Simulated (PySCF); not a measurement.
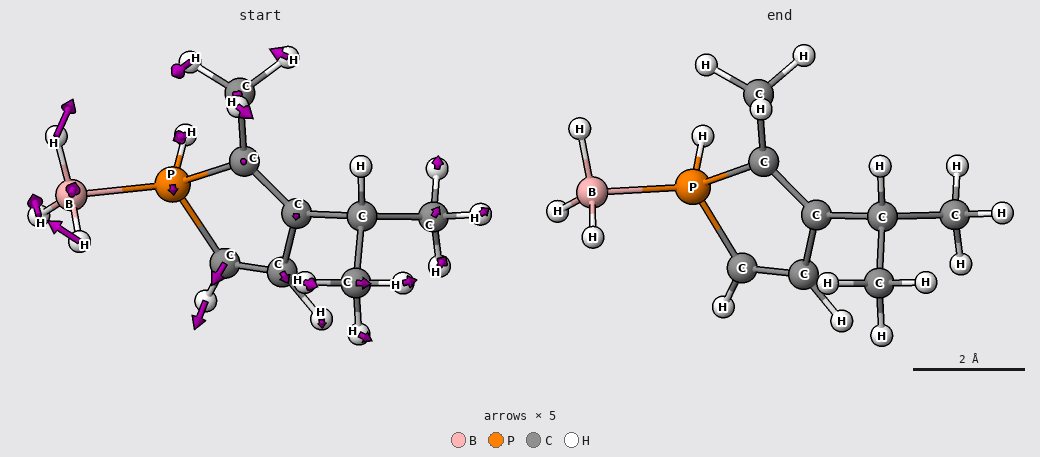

The structure of C₈H₁₆BP before (left) and after (right) a relaxation, at one scale. The purple arrows give the displacements, magnified 5 times.

A ball-and-stick model, seen at a tilt.

The start comes from GFN2-xTB. Its atoms were then displaced at random by about 0.01 Å.

Method: PBE0-D3(BJ)/def2-SVP geometry optimisation, gas phase (PySCF). 

> What changed between the two?

After 8 geometry steps the energy has fallen by 6.93 kcal/mol. The largest move after the best rigid fit is that of an H atom, 0.18 Å. Largest moves by element: H 0.18 Å, C 0.10 Å, B 0.08 Å, P 0.04 Å. Near-neighbour distances that change, for instance: B–H 1.163 → 1.225 Å, C–C 1.296 → 1.348 Å, H–P 1.383 → 1.421 Å, B–H 1.185 → 1.222 Å. Among the angles between lasting bonds that change: B–P–H 118.3° → 113.2°, P–B–H 101.0° → 105.2°, C–P–H 101.3° → 103.9°. Cost: 4.9 min on 1 thread of Intel(R) Xeon(R) Platinum 8488C, on a shared host.
